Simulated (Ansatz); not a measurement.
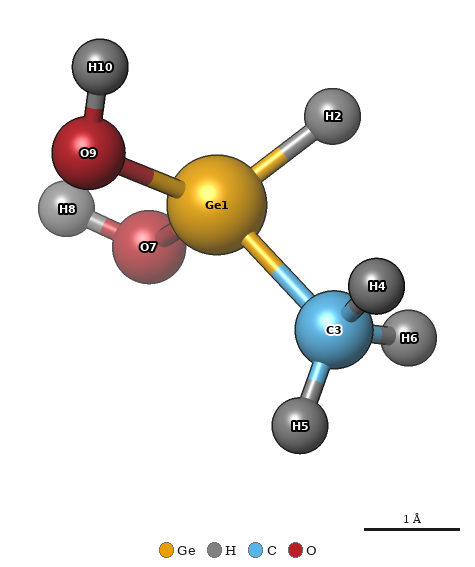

CH6GeO2, before the relaxation. A ball-and-stick model, seen from a free direction.

The run prepares an end point of a later path (reaction) calculation, from a guessed geometry.

Level of theory: Ansatz, RKS B3LYP-D4/def2-SVP.

The input:
```yaml
crystal:
  periodic: [false, false, false]
  atoms:
    - { symbol: Ge, position_ang: [0.096947, -0.032061, 0.264067] }
    - { symbol: H, position_ang: [0.260489, -0.203213, 1.779542] }
    - { symbol: C, position_ang: [2.030685, 0.028431, 0.224675] }
    - { symbol: H, position_ang: [2.367531, -0.906928, 0.697964] }
    - { symbol: H, position_ang: [2.555604, 0.157985, -0.734187] }
    - { symbol: H, position_ang: [2.297638, 0.864918, 0.88895] }
    - { symbol: O, position_ang: [-0.681573, 1.468022, -0.283179] }
    - { symbol: H, position_ang: [-1.557613, 1.295767, -0.654392] }
    - { symbol: O, position_ang: [-0.737951, -1.368186, -0.575598] }
    - { symbol: H, position_ang: [-1.128757, -2.001136, 0.040757] }
basis:
  gaussian: { orbitals: def2-SVP }
hamiltonian:
  xc: b3lyp
  dispersion: d4
relax:
  f_tol: 0.03
  max_steps: 50
```

Command:
```bash
ansatz run input.yaml --threads 2 --pin off --max-ram 3072MiB --backend cpu --events-out ev --progress --plain --runs-dir out
```

**Where does the relaxation end?**

H2 moves most after the best rigid fit: 0.65 Å. By element the largest moves are H 0.65 Å, O 0.41 Å, Ge 0.18 Å, C 0.04 Å. Some distances before and after: Ge1–H2 1.534 → 1.551 Å, Ge1–O7 1.776 → 1.788 Å, Ge1–O9 1.785 → 1.790 Å. Among the angles between lasting bonds that change: H2–Ge1–C3 85.2° → 116.5°, C3–Ge1–O9 118.8° → 107.0°, Ge1–C3–H5 119.9° → 108.7°. Groups turn about Ge1–O7 by about 35°, Ge1–O9 by about 35°. After 9 accepted moves (12 points after the start) the energy has fallen by 47.7 kJ/mol. The largest force component goes from 1.3 to 0.016 eV/Å. The line search rejected the trial steps at points 4, 7, 11 of the run. The forces were under the threshold at step 10, but the run went on from there.

Step by step:

| step | E − E(0), kJ/mol | largest force component, eV/Å | note |
| --- | --- | --- | --- |
| 0 | 0.00 | 1.3182 |  |
| 1 | -26.18 | 0.6259 |  |
| 2 | -38.69 | 0.3461 |  |
| 3 | -44.01 | 0.6676 |  |
| 4 | -40.61 | 1.5066 | rejected |
| 5 | -46.91 | 0.1972 |  |
| 6 | -47.17 | 0.3410 |  |
| 7 | -46.92 | 0.1687 | rejected |
| 8 | -47.55 | 0.0405 |  |
| 9 | -47.61 | 0.0537 |  |
| 10 | -47.70 | 0.0062 |  |
| 11 | -46.10 | 1.1443 | rejected |
| 12 | -47.71 | 0.0161 |  |

Final geometry:

```xyz
10

Ge    0.1454   -0.0925    0.4293
H    -0.3834   -0.2115    1.8828
C     2.0644    0.0422    0.2183
H     2.5676   -0.7898    0.7318
H     2.3049    0.0005   -0.8541
H     2.4261    0.9960    0.6289
O    -0.5191    1.3841   -0.3293
H    -1.4832    1.4003   -0.3767
O    -0.3814   -1.5405   -0.4818
H    -1.2383   -1.8852   -0.2005
```

After the run, drawn alike:

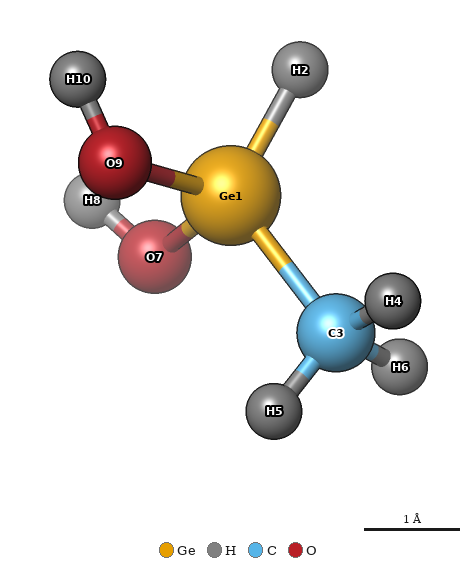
